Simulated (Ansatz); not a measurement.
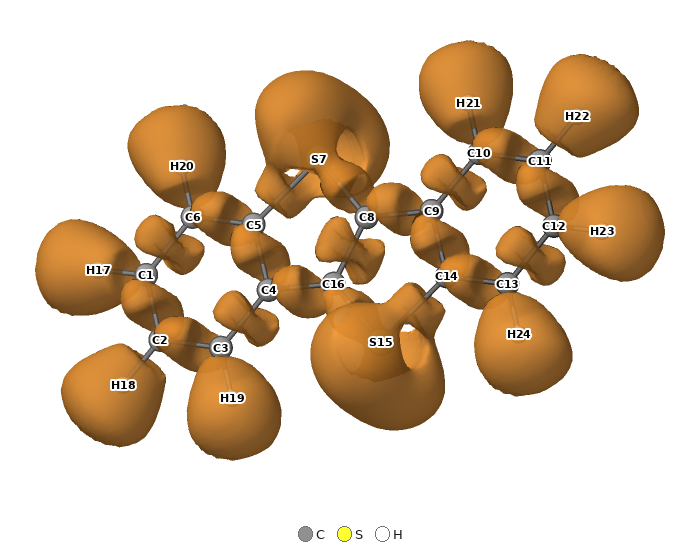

C14H8S2 (BTBT). Isosurface of the electron localisation function at 0.75 (orange), seen at a tilt. Core shells and regions of very low density are left out.

Geometry: PBE-D4/def2-SVP.

Theory: Ansatz 0.2.0, RKS PBE0-D4/def2-TZVP.

```xyz
24

C    -4.3070    1.0663    0.6574
C    -4.2253    0.2542   -0.4960
C    -2.9939   -0.2306   -0.9425
C    -1.8178    0.0962   -0.2317
C    -1.9175    0.9204    0.9350
C    -3.1571    1.4055    1.3807
S    -0.3524    1.2231    1.6904
C     0.4480    0.2598    0.4663
C     1.8177   -0.0966    0.2320
C     2.9938    0.2304    0.9426
C     4.2253   -0.2538    0.4957
C     4.3070   -1.0659   -0.6576
C     3.1571   -1.4054   -1.3807
C     1.9175   -0.9207   -0.9348
S     0.3523   -1.2236   -1.6900
C    -0.4481   -0.2605   -0.4659
H    -5.2856    1.4393    0.9950
H    -5.1424    0.0007   -1.0485
H    -2.9302   -0.8634   -1.8407
H    -3.2223    2.0380    2.2782
H     2.9302    0.8630    1.8409
H     5.1425    0.0002    1.0479
H     5.2856   -1.4388   -0.9953
H     3.2224   -2.0377   -2.2784
```

### Describe the localisation domains.

At this value the surface marks out 15 regions between bonded C–C atoms (shared pairs), eight regions around hydrogen nuclei and two regions on S in which the atom's valence shell and bonds are merged.

Values along the shortest contacts:
C–C (1.39 Å): the ELF peaks at about 0.95 between the atoms: a covalent bond. C–S (1.75 Å): the ELF peaks at about 0.90 between the atoms, as expected for localised, covalent bonding.
